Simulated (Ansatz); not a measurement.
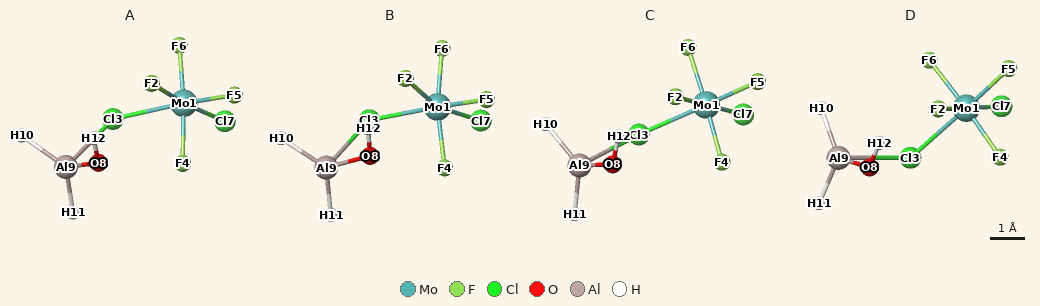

4 geometries from one relaxation of MoAlH₃OCl₂F₄, in shuffled order. The picture is a ball-and-stick view, seen from a free direction.

The run prepares an end point of a later path (reaction) calculation, from a guessed geometry.

Computed with RKS PBE/def2-SVP in Ansatz. (no spin polarisation; force threshold 0.03 eV/Å; at most 50 steps)

**Order the frames from highest to lowest energy.**

B, A, C, D. They are steps 0, 5, 16, 30, at +0.344 eV, +0.119 eV, +0.019 eV relative to the last. Cl3 moves most after the best rigid fit: 1.30 Å. Largest moves by element: Cl 1.30 Å, H 1.18 Å, F 1.11 Å, O 0.75 Å, Al 0.37 Å, Mo 0.28 Å. Some distances before and after: Mo1–O8 3.063 → 4.005 Å, Mo1–F2 1.815 → 1.865 Å, Mo1–Cl7 2.316 → 2.286 Å, Cl3–Al9 2.660 → 2.630 Å. Among the angles between lasting bonds that change: F2–Mo1–F4 114.3° → 88.4°, F2–Mo1–Cl7 162.3° → 179.1°, Mo1–Cl3–Al9 98.5° → 111.3°. Groups turn about Cl3–Al9 by about 55°. The energy falls by 0.344 eV in 30 geometry steps. Largest force component: 1.3 eV/Å at the start, 0.029 eV/Å at the end. The run took 2.3 min on 4 threads of Arm Neoverse V2, on a shared host, peak memory 0.32 GiB.
